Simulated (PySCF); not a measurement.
# C4H10N2: magnetic properties

Aim: compute the magnetic properties of C4H10N2 (`[H]/N=C/[C@@H](C)CN`).

Computed with PySCF 2.14.0 and routines of our own; the level stands in each step. Atoms count from 0.

## 1. The starting structure

16 atoms, charge 0, multiplicity 1; geometry from: GFN2-xTB.

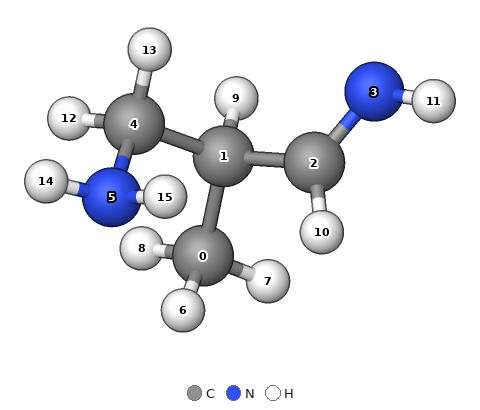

The starting geometry (carbon grey, nitrogen blue, hydrogen white).

## 2. Magnetic properties: GIAO KT3/pcSseg-1

Job settings and geometry (Å):

```
{"job": {"kind": "mag", "xc": "KT3", "basis": "pcSseg-1", "isotopologues": 2}, "charge": 0, "multiplicity": 1}
C     -0.816060    -1.467519     0.194544
C      0.094117    -0.462554    -0.505087
C      1.370052    -0.284539     0.256918
N      2.460085    -0.162659    -0.351503
C     -0.616017     0.898516    -0.652637
N     -0.995638     1.433117     0.645708
H     -1.144271    -1.060966     1.147664
H     -0.292366    -2.405535     0.364247
H     -1.692945    -1.665859    -0.416325
H      0.350656    -0.807805    -1.510607
H      1.255346    -0.262899     1.350277
H      3.282623    -0.033597     0.234681
H     -1.533256     0.745800    -1.228300
H      0.042192     1.570602    -1.227398
H     -1.599261     2.239052     0.530052
H     -0.172856     1.735790     1.156354
```

With the program's defaults for keys left out, this is: GIAO KT3/pcSseg-1 magnetisability, rotational g tensor and spin-rotation constants, non-relativistic, gas phase.

Command:

```bash
$ OMP_NUM_THREADS=1 python excited_run.py task.json out
```

One launch serves the whole session: the jobs run in the order shown.

The log of the run:

```text
coarse grid: 12672 points
cycle   1  E = -271.9877219582  dE =  4.686e-01  |g| = 6.414e-01  |ddm| = 3.432e+00
cycle   2  E = -271.8082260360  dE =  1.795e-01  |g| = 1.071e+00  |ddm| = 1.913e+00
cycle   3  E = -272.0829138631  dE = -2.747e-01  |g| = 2.033e-01  |ddm| = 1.281e+00
cycle   4  E = -272.0922852642  dE = -9.371e-03  |g| = 6.536e-02  |ddm| = 2.003e-01
cycle   5  E = -272.0932304109  dE = -9.451e-04  |g| = 1.562e-02  |ddm| = 6.861e-02
cycle   6  E = -272.0932797962  dE = -4.939e-05  |g| = 5.324e-03  |ddm| = 2.063e-02
cycle   7  E = -272.0932861151  dE = -6.319e-06  |g| = 1.056e-03  |ddm| = 5.714e-03
final grid: 120536 points
cycle   8  E = -272.0694921256  dE = -2.401e-04  |g| = 5.414e-03  |ddm| = 5.088e-02
cycle   9  E = -272.0694853920  dE =  6.734e-06  |g| = 7.551e-03  |ddm| = 1.208e-02
cycle  10  E = -272.0694976585  dE = -1.227e-05  |g| = 9.542e-04  |ddm| = 7.830e-03
cycle  11  E = -272.0694978139  dE = -1.554e-07  |g| = 4.055e-04  |ddm| = 1.062e-03
cycle  12  E = -272.0694978482  dE = -3.434e-08  |g| = 1.811e-04  |ddm| = 4.340e-04
cycle  13  E = -272.0694978550  dE = -6.812e-09  |g| = 6.472e-05  |ddm| = 1.983e-04
cycle  14  E = -272.0694978560  dE = -9.605e-10  |g| = 8.546e-06  |ddm| = 6.646e-05
converged SCF energy = -272.0694978560

Magnetisability tensor (1e-30 J/T^2)
     -832.04       27.65        4.66
       27.65    -1016.51      -28.67
        4.66      -28.67     -947.50
isotropic -932.02   principal values   -1030.70   -937.36   -827.98
isotropic susceptibility -56.127 1e-6 cm^3/mol

Inertial axes            a          b          c
rot. const./GHz      4.7083     2.7008     2.0859
chi total           -52.561    -58.998    -56.823
chi diamagnetic    -360.919   -536.132   -672.567
chi paramagnetic    308.358    477.134    615.744
quadrupole/D A       -1.552      2.481     -0.929
g nuclear            0.6525     0.5936     0.5941
g electronic        -0.6821    -0.6054    -0.6034
g total             -0.0296    -0.0118    -0.0093

Spin-rotation constants (kHz, H = +C I.J)
atom  isotope        aa         bb         cc
  3    14N        1.157      0.266      0.376
  5    14N        0.190      0.129      0.084
  6     1H       -0.302     -0.250     -0.014
  7     1H       -0.211     -0.111     -0.228
  8     1H       -0.256     -0.208     -0.135
  9     1H       -0.403     -0.288      0.042
 10     1H       -0.370     -0.241      0.213
 11     1H        0.220     -0.191     -0.034
 12     1H       -0.105     -0.203     -0.135
 13     1H       -0.320     -0.013     -0.140
 14     1H       -0.103     -0.215     -0.255
 15     1H       -0.349     -0.215     -0.161
  0    13C*       0.646      0.385      0.306
  1    13C*       0.911      0.549      0.380
  2    13C*       1.788      0.663      1.042
  4    13C*       1.000      0.529      0.418
* in the singly substituted isotopologue

Isotopologues: g along a, b, c
2H    at 6,7,8,9,10,11,    -0.0231    -0.0101    -0.0077
13C   at 0                 -0.0288    -0.0117    -0.0092
```

Wall time 42 s (1 thread of Arm Neoverse N1, shared host); peak memory 0.46 GiB.

From this job:

```
              quantity                      value
       magnetisability            -932·10⁻³⁰ J/T²
  molar susceptibility         -56.1·10⁻⁶ cm³/mol
rotational g (a, b, c)  -0.0296, -0.0118, -0.0093
```

## 3. Magnetic properties: GIAO wB97X/6-31++G**

The job, as its differences from that of step 2:

```diff
@@ -1,2 +1,2 @@
-{"job": {"kind": "mag", "xc": "KT3", "basis": "pcSseg-1", "isotopologues": 2}, "charge": 0, "multiplicity": 1}
+{"job": {"kind": "mag", "xc": "wB97X", "basis": "6-31++G**", "scf": {"max_cycle": 8}}, "charge": 0, "multiplicity": 1}
 C     -0.816060    -1.467519     0.194544
```

Level: GIAO wB97X/6-31++G** magnetisability, rotational g tensor and spin-rotation constants, non-relativistic, gas phase.

The log of the run:

```text
final grid: 120536 points
cycle   1  E = -267.8194208284  dE =  8.329e-01  |g| = 4.605e-01  |ddm| = 4.036e+00
cycle   2  E = -267.8339157502  dE = -1.449e-02  |g| = 4.522e-01  |ddm| = 2.488e+00
cycle   3  E = -267.8751851026  dE = -4.127e-02  |g| = 5.412e-02  |ddm| = 1.055e+00
cycle   4  E = -267.8759304819  dE = -7.454e-04  |g| = 2.876e-02  |ddm| = 1.906e-01
cycle   5  E = -267.8761303457  dE = -1.999e-04  |g| = 7.253e-03  |ddm| = 6.327e-02
cycle   6  E = -267.8761476265  dE = -1.728e-05  |g| = 2.113e-03  |ddm| = 2.122e-02
cycle   7  E = -267.8761494707  dE = -1.844e-06  |g| = 8.617e-04  |ddm| = 7.219e-03
cycle   8  E = -267.8761497973  dE = -3.266e-07  |g| = 1.578e-04  |ddm| = 3.833e-03
SCF not converged, last energy = -267.8761497973
```

It took 17 s on 1 thread of Arm Neoverse N1, shared host; peak memory 0.69 GiB.

**What went wrong.** The cap of 8 cycles ended the SCF at a gradient of 1.6e-04. The remedy is to raise the cap. Numbers printed on the way are no properties of the molecule.

## 4. Summary of results

```
                                          quantity                               value
       magnetisability (step 2, GIAO KT3/pcSseg-1)                     -932·10⁻³⁰ J/T²
  molar susceptibility (step 2, GIAO KT3/pcSseg-1)                  -56.1·10⁻⁶ cm³/mol
rotational g (a, b, c) (step 2, GIAO KT3/pcSseg-1)           -0.0296, -0.0118, -0.0093
                                              runs  1 failed, 0 ended on unsound input
```

In words: The values above hold for this geometry and these levels alone. Vibrational averaging and real surroundings are missing from these values.
